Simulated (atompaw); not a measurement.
Input of atompaw 4.2.0.5:

```
Pb 82
LDA-PW scalarrelativistic loggrid 2001 logderivrange -4 5 226
6 6 5 4 0 0
6 1 0.5
0 0 0
c
c
c
c
c
v
c
c
c
c
v
c
c
c
c
1
2.00 1.75 1.95 1.70
y
-0.85
n
y
0.2
n
custom rrkj gramschmidtortho sinc
bessel
2.00
2.00
2.00
2.00
```

Run as:
```bash
atompaw < Pb.input > Pb.log
```

Functional and relativity: LDA (PW92), scalar-relativistic.

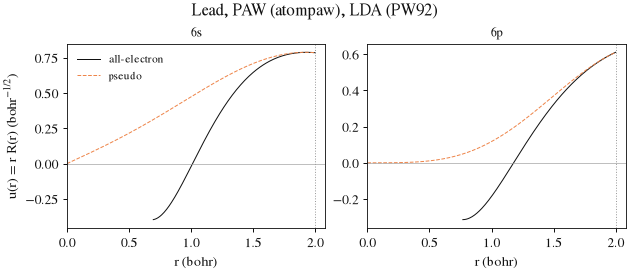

All-electron valence functions (solid) with their pseudo partners (dashed). Dotted lines mark the matching radii. The all-electron curves start outside the innermost oscillations, which aren't drawn.

Pseudo-waves: 6s has no node; 6p has no node.

* Cutoffs needed: 10 Ry and 18 Ry (the cutoffs, on a coarse ladder, from which the occupation-weighted sum of valence levels, in a spherical-Bessel basis at the reference potential, stays within 10 and 1 mRy of its value at 400 Ry)
* Ghost test: ghost state below the valence levels: d at -9.2 eV (spherical-Bessel basis up to 400 Ry, 20 bohr box)
* Lowest eigenvalue of the overlap operator: 0.42 (s channel)
* Overlap eigenvalues printed by atompaw (projector basis): 0.864, 1.42, 1.78, 9.91
* Share of each valence orbital outside the PAW sphere: 6s 57 %, 6p 82 %
